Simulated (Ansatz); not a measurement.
# SiH4O (silanol) at 6 levels

Aim: a comparison of 6 runs (HF/STO-3G, HSE06/STO-3G, PBE/STO-3G, PBE0/STO-3G, r2SCAN0/STO-3G, RPA@PBE/STO-3G) of SiH4O (silanol). 

Program for the calculation: Ansatz 0.2.0.

47 further runs of the same task are left out: 47 set aside as unsound or not needed.

## (1) The molecule

The species is SiH4O (6 atoms), meant as a singlet with charge 0. SMILES: `O[SiH3]`. The H5–Si2 distance was set to 2.961 Å, away from the relaxed value. At this shape a bond of the SMILES string is far longer than usual.

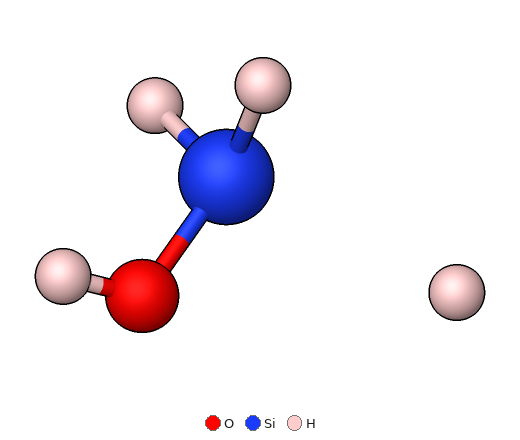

Viewed from a chosen angle; oxygen red, silicon blue, hydrogen pink.

## (2) The energy at HF/STO-3G (run 1)

The input, job.yaml:

```yaml
crystal:
  periodic: [false, false, false]
  atoms:
    - {symbol: O, position_ang: [-0.459479, -1.748686, 1.107587]}
    - {symbol: Si, position_ang: [-1.131879, -0.371886, 0.501587]}
    - {symbol: H, position_ang: [-1.027079, -2.347586, 1.593287]}
    - {symbol: H, position_ang: [-2.224479, -0.672686, -0.464213]}
    - {symbol: H, position_ang: [1.060500, 1.064900, -0.875600]}
    - {symbol: H, position_ang: [-1.698479, 0.484014, 1.580287]}
basis:
  gaussian: {orbitals: STO-3G}
hamiltonian: {xc: hf}
accuracy: high
```

The run is started by

```sh
$ ansatz run job.yaml --threads 1 --pin off --max-ram 2610MiB --events-out events.jsonl --progress --plain --runs-dir runs
```

Standard output:

```text
Warning: RAYON_NUM_THREADS=1 ignored (pool sized by the plan → 1); use --threads N
Functional definition: HF
  name "HF"
  exchange = exact_x
  correlation = 0
313 factors; integrals over basis functions are off by at most 3.0e-8 eV
mean field evaluation 1: about -9830.9632 eV, gradient 2.4e1 eV
mean field evaluation 2: about -9830.9876 eV, gradient 2.4e1 eV
mean field evaluation 4: about -9835.8001 eV, gradient 3.1e0 eV
mean field evaluation 8: about -9835.8686 eV, gradient 2.2e-2 eV
mean field -9835.86861760 eV, -361.4615047054 hartree, gradient 2.7e-8 eV, S^2 0.000000; 0 other end points of the search recorded, 0 dependent functions left out
reference -9835.86861760 eV, -361.4615047054 hartree; 13, 13 occupied and 5, 5 virtual orbitals, 313 factors
Total energy: -9835.86861760 eV, -361.4615047054 hartree
```

It took 0.08 s on 1 thread of Arm Neoverse V2, shared host.

## (3) A single-point energy at HSE06/STO-3G (run 2)

The input, molecule.yaml:

```yaml
basis:
  gaussian: {orbitals: STO-3G}
crystal:
  periodic: [false, false, false]
  atoms:
    - symbol: O
      position_ang: [-0.459479, -1.748686, 1.107587]
    - symbol: Si
      position_ang: [-1.131879, -0.371886, 0.501587]
    - symbol: H
      position_ang: [-1.027079, -2.347586, 1.593287]
    - symbol: H
      position_ang: [-2.224479, -0.672686, -0.464213]
    - symbol: H
      position_ang: [1.060500, 1.064900, -0.875600]
    - symbol: H
      position_ang: [-1.698479, 0.484014, 1.580287]
hamiltonian: {xc: hse06}
accuracy: high
```

The run is started by

```sh
$ ansatz run molecule.yaml --threads 1 --pin off --max-ram 2610MiB --events-out events.jsonl --progress --plain --runs-dir runs
```

Standard output:

```text
Warning: RAYON_NUM_THREADS=1 ignored (pool sized by the plan → 1); use --threads N
Functional definition: HSE06
  name "HSE06"
  parameter a = 0.25
  parameter omega = 0.11/bohr
  exchange = pbe_x - a*pbe_x_sr(omega) + a*exact_x_sr(omega)
  correlation = pbe_c
313 factors; integrals over basis functions are off by at most 3.0e-8 eV
60 factors; integrals over basis functions are off by at most 9.5e-10 eV
mean field evaluation 1: about -9850.3856 eV, gradient 2.9e1 eV
mean field evaluation 2: about -9842.7968 eV, gradient 3.5e1 eV
mean field evaluation 4: about -9856.3919 eV, gradient 1.2e1 eV
mean field evaluation 8: about -9857.3591 eV, gradient 2.7e0 eV
mean field -9857.39371764 eV, -362.2525375419 hartree, gradient 8.7e-8 eV, S^2 0.000000; 0 other end points of the search recorded, 0 dependent functions left out
reference -9857.39371968 eV, -362.2525376167 hartree; 13, 13 occupied and 5, 5 virtual orbitals, 313 factors
Total energy: -9857.39371968 eV, -362.2525376167 hartree
```

Wall time 1.2 s (1 thread of Arm Neoverse V2, shared host); peak memory 0.093 GiB.

Runs 3 to 5 aren't shown in full; the table further down has their settings and results.

## (4) The energy at RPA@PBE/STO-3G (run 6)

The input, input.yaml:

```yaml
basis:
  gaussian:
    orbitals: STO-3G
crystal:
  periodic: [false, false, false]
  atoms:
    - {symbol: O, position_ang: [-0.459479, -1.748686, 1.107587]}
    - {symbol: Si, position_ang: [-1.131879, -0.371886, 0.501587]}
    - {symbol: H, position_ang: [-1.027079, -2.347586, 1.593287]}
    - {symbol: H, position_ang: [-2.224479, -0.672686, -0.464213]}
    - {symbol: H, position_ang: [1.060500, 1.064900, -0.875600]}
    - {symbol: H, position_ang: [-1.698479, 0.484014, 1.580287]}
magnetization:
  spin_polarized: false
hamiltonian:
  xc: pbe
correlation:
  method: rpa
  frozen_orbitals: {H: 0, O: 1, Si: 5}
accuracy: high
```

The run is started by

```sh
$ ansatz run input.yaml --threads 1 --pin off --max-ram 2610MiB --events-out events.jsonl --progress --plain --runs-dir runs
```

Standard output, shortened:

```text
Warning: RAYON_NUM_THREADS=1 ignored (pool sized by the plan → 1); use --threads N
Functional definition: PBE
  name "PBE"
[...]
313 factors; integrals over basis functions are off by at most 3.0e-8 eV
[...]
mean field -9856.67304432 eV, -362.2260532859 hartree, gradient 1.0e-8 eV, S^2 0.000000; 0 other end points of the search recorded, 0 dependent functions left out; unrestricted orbitals would lower it
unrestricted determinant -9839.48689704 eV, -361.5944740224 hartree, S^2 0.9632
6 core orbitals not correlated: weight in the atoms' cores, before any rotation towards them, 0.999 or more for the frozen orbitals, at most 0.000 for the correlated occupied ones
reference -9835.28545593 eV, -361.4400739097 hartree; 7, 7 occupied and 5, 5 virtual orbitals, 313 factors
Total energy: -9842.82141597 eV, -361.7170153328 hartree
```

Wall time 1.6 s (1 thread of Arm Neoverse V2, shared host); peak memory 0.095 GiB.

## (5) Overview of the runs

```
run           level  frozen core orbitals  energy (Eh)  wall time
  1       HF/STO-3G                     –  -361.461505     0.08 s
  2    HSE06/STO-3G                     –  -362.252538      1.2 s
  3      PBE/STO-3G                     –  -362.226053      1.1 s
  4     PBE0/STO-3G                     –  -362.261221      1.1 s
  5  r2SCAN0/STO-3G                     –  -362.395550      2.1 s
  6  RPA@PBE/STO-3G                     6  -361.717015      1.6 s
```

## (6) Summary of results

| quantity | value |
| --- | --- |
| run 6: total energy | -361.71702 Eh |
| run 6: RPA correlation energy (valence) | -276.9 mEh |

In words: Totals of different functionals can't be ranked against each other. In run 6 the log says that unrestricted orbitals would lower the reference, so the values rest on an unstable closed-shell determinant (other closed-shell runs at this shape may share the fault). In runs 1, 2, 3, 4, 5, 6 the basis is minimal, so the values are rough. In runs 1, 2, 3, 4, 5, 6 a closed-shell determinant meets a far-stretched bond, which it describes badly. All runs together took 7.1 s, the longest 2.1 s.
